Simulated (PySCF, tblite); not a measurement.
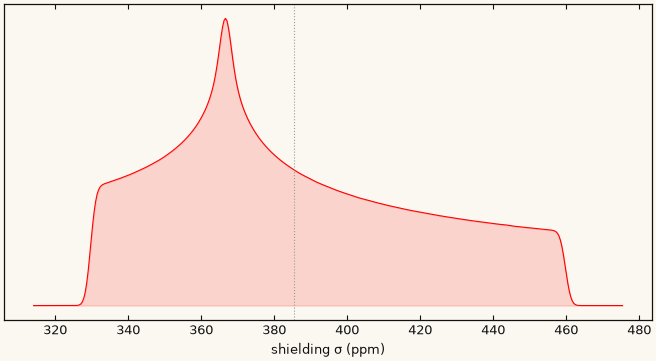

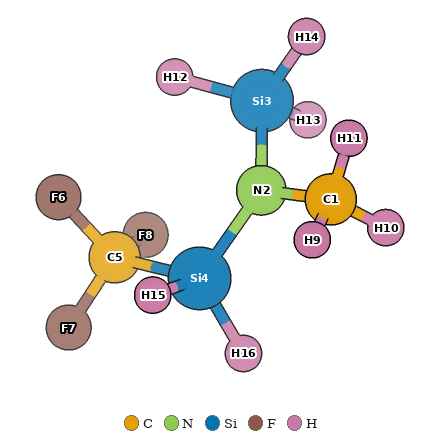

Static powder pattern (²⁹Si) from GIAO shielding tensors of C₂H₈F₃NSi₂, SMILES CN([SiH3])[SiH2]C(F)(F)F, PBE0/pcSseg-1, PySCF, at a GFN2-xTB geometry (a minimum by its frequencies); absolute shielding, one fixed geometry of the isolated molecule without any motion, no dipolar terms. The dotted line is the isotropic value; skew is 3(σiso − σ22)/span.

The pattern belongs to Si3. Give the principal values, span and skew.

Answer. Si3: σ11, σ22, σ33 = 330, 367, 460 ppm, isotropic 385, span 130 ppm, skew 0.43.

Known limits of this run: the tight-binding geometry is rougher than a DFT one and adds to the error; one conformer of a flexible molecule.
